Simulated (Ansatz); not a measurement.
Consider InP in the zinc blende structure (space group F-43m, No. 216; a = 5.960 Å).

Perturbation: Ga replaces 66.7 % of the In, ordered in a cell of 6 atoms (starting symmetry Imm2) and fully relaxed.

Level of theory: Kohn–Sham DFT with the PBE functional, run in Ansatz (a first-principles code) with PAW and 420 eV plane waves, without spin-orbit coupling.

The zone is the changed cell's own and can be folded.

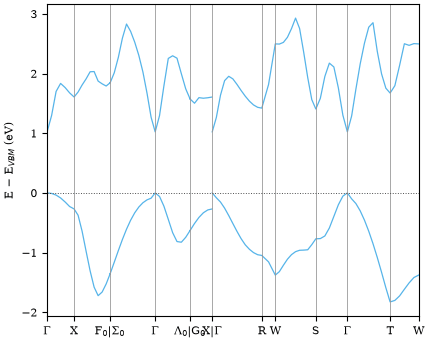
*Highest valence and lowest conduction band along the path of the changed cell's own zone*

**Question.** From the figure, how large is the changed gap, and is it direct?

**Answer.** About 1.0 eV, direct at Γ.

These are small ordered cells, not random alloys; other orderings at the same x differ. Whether these cells are dynamically stable was not tested. k-point labels follow each cell's own Brillouin zone.
